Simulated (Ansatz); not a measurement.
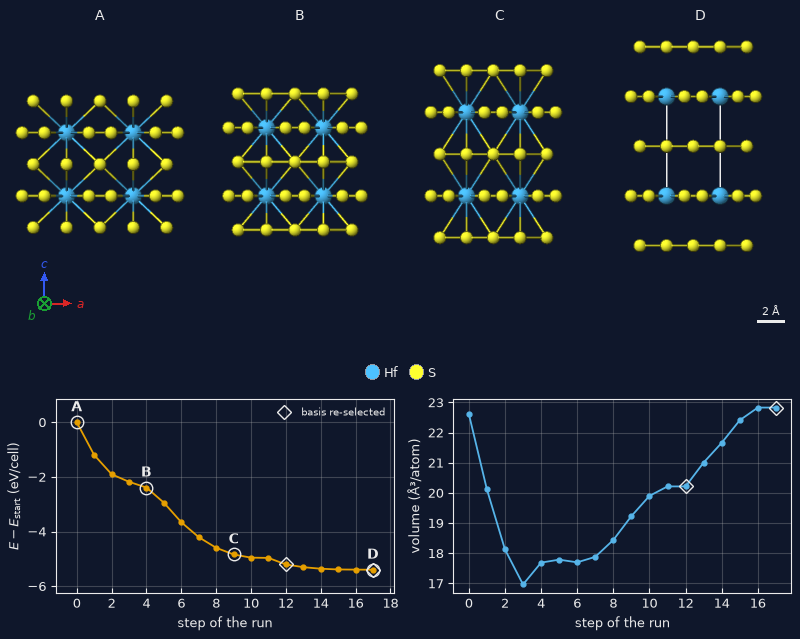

Frames of a relaxation of solid HfS$_{5}$ (a generated structure, set up in P6/mmm) (coarse preliminary run), marked on the history of the run. A ball-and-stick model of the cell of the calculation, seen along the b axis.

All numbers below come from DFT PBE, scalar-relativistic, plane waves, PAW in Ansatz. Settings: plane-wave cutoff 420 eV; k-point mesh 3 × 3 × 4; occupations gaussian; smearing width 0.1 eV; no spin polarisation; cell and atoms relaxed; force threshold 0.04 eV/Å; at most 70 steps.

> Describe the path.

The atoms keep their places relative to the cell (all moves are under 0.005 Å). The drawn cell changes as follows: a = b 5.758 → 4.615 Å (−19.9 %), c 4.726 → 7.428 Å (+57.2 %); the volume changes by +0.9 %. Among the contacts that change: S–S 2.889 → 3.945 Å, S–S 3.325 → 2.664 Å, Hf–S 3.325 → 2.664 Å, Hf–S 3.725 → 4.372 Å. The space group stays P6/mmm (No. 191). The energy falls by 5.397 eV per cell of the calculation in 15 accepted moves (17 points after the start). All forces vanish by symmetry, so only the cell relaxes. The pressure goes from −12.49 to 0.11 GPa. The SCF was repeated twice at an unchanged geometry on a basis and grid sized afresh for the cell, which shifted the energy by 0.240 eV per cell of the calculation at most. Cost: 2.1 min on 1 thread of Intel(R) Xeon(R) Processor @ 2.50GHz (Skylake/Cascade Lake), on a shared host, peak memory 0.42 GiB. From step 0 to 4: volume −21.8 %, energy −2.389 eV per cell of the calculation. From step 4 to 9: volume +8.7 %, energy −2.448 eV per cell of the calculation. From step 9 to 17: volume +18.7 %, energy −0.560 eV per cell of the calculation.

```json
{"step": "0", "E − E(0), meV/atom": "0.00", "pressure, GPa": "-12.49", "volume, Å³/atom": "22.619", "note": ""}
{"step": "1", "E − E(0), meV/atom": "-199.74", "pressure, GPa": "-9.02", "volume, Å³/atom": "20.117", "note": ""}
{"step": "2", "E − E(0), meV/atom": "-316.95", "pressure, GPa": "-2.79", "volume, Å³/atom": "18.127", "note": ""}
{"step": "3", "E − E(0), meV/atom": "-363.13", "pressure, GPa": "4.67", "volume, Å³/atom": "16.966", "note": ""}
{"step": "4", "E − E(0), meV/atom": "-398.23", "pressure, GPa": "2.02", "volume, Å³/atom": "17.691", "note": ""}
{"step": "5", "E − E(0), meV/atom": "-490.60", "pressure, GPa": "2.19", "volume, Å³/atom": "17.789", "note": ""}
{"step": "6", "E − E(0), meV/atom": "-609.99", "pressure, GPa": "4.06", "volume, Å³/atom": "17.701", "note": ""}
{"step": "7", "E − E(0), meV/atom": "-700.95", "pressure, GPa": "5.24", "volume, Å³/atom": "17.882", "note": ""}
{"step": "8", "E − E(0), meV/atom": "-765.80", "pressure, GPa": "4.11", "volume, Å³/atom": "18.443", "note": ""}
{"step": "9", "E − E(0), meV/atom": "-806.30", "pressure, GPa": "1.78", "volume, Å³/atom": "19.232", "note": ""}
{"step": "10", "E − E(0), meV/atom": "-825.86", "pressure, GPa": "0.50", "volume, Å³/atom": "19.903", "note": ""}
{"step": "11", "E − E(0), meV/atom": "-827.36", "pressure, GPa": "-0.11", "volume, Å³/atom": "20.217", "note": ""}
{"step": "12", "E − E(0), meV/atom": "-867.41", "pressure, GPa": "1.69", "volume, Å³/atom": "20.217", "note": "same geometry, new basis"}
{"step": "13", "E − E(0), meV/atom": "-883.92", "pressure, GPa": "0.65", "volume, Å³/atom": "21.009", "note": ""}
{"step": "14", "E − E(0), meV/atom": "-893.34", "pressure, GPa": "0.53", "volume, Å³/atom": "21.663", "note": ""}
{"step": "15", "E − E(0), meV/atom": "-897.87", "pressure, GPa": "0.14", "volume, Å³/atom": "22.411", "note": ""}
{"step": "16", "E − E(0), meV/atom": "-898.83", "pressure, GPa": "0.06", "volume, Å³/atom": "22.830", "note": ""}
{"step": "17", "E − E(0), meV/atom": "-899.58", "pressure, GPa": "0.11", "volume, Å³/atom": "22.830", "note": "same geometry, new basis"}
```
